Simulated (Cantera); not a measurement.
A closed system holds: 1 mol PbS, 24 mol H2, 3.2 mol N2, at 7.50 Torr.

These are equilibrium values from Cantera (NASA tables, ideal gas, pure condensed phases), not measurements of a reactor. Candidate condensed phases: Pb, PbS, S; 18 gas species. Gases not in the tables: S3 to S7. Rates play no part.

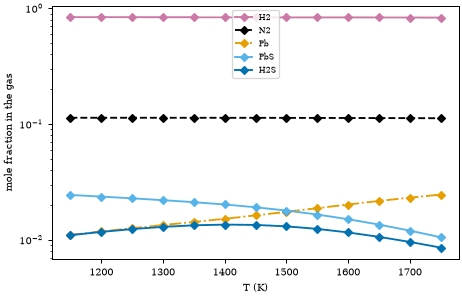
Figure. Equilibrium gas composition (values under 1e-9 drawn at 1e-9)

Q: Read off the mole fractions at 1700 K.

A: H2 about 0.83, N2 about 0.11, Pb about 0.023, PbS about 0.012, H2S about 0.0096.
